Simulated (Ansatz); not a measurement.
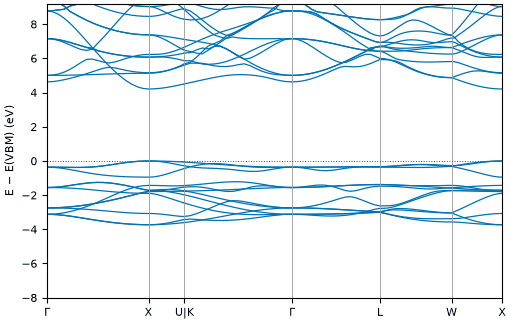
Band structure from DFT-r²SCAN in the program Ansatz with PAW potentials

Read off the gap and where the band edges lie.

About 4.2 eV (4.21 eV by a search for the band edges); maximum at X, minimum at X.

Which compound is it?
A) RbBr, rock salt
B) BN, zinc blende
C) Li6SI2O, Fm-3m (Li on 24e, I on 8c, S on 4a, O on 4b)

C, Li6SI2O, Fm-3m (Li on 24e, I on 8c, S on 4a, O on 4b)

The start of the workflow was typed in or built on a structure type; neither database checked (COD, Materials Project) lists it. Whether it is the stable phase at ambient conditions was not checked. The r²SCAN relaxation kept the symmetry of its start; whether a distortion lowers the energy is not shown. The volume moved by 21 % from the start of the relaxation. Scalar-relativistic: spin–orbit coupling is off unless named, which matters more the heavier the elements.

Potentials: the later of the program's two PAW sets.
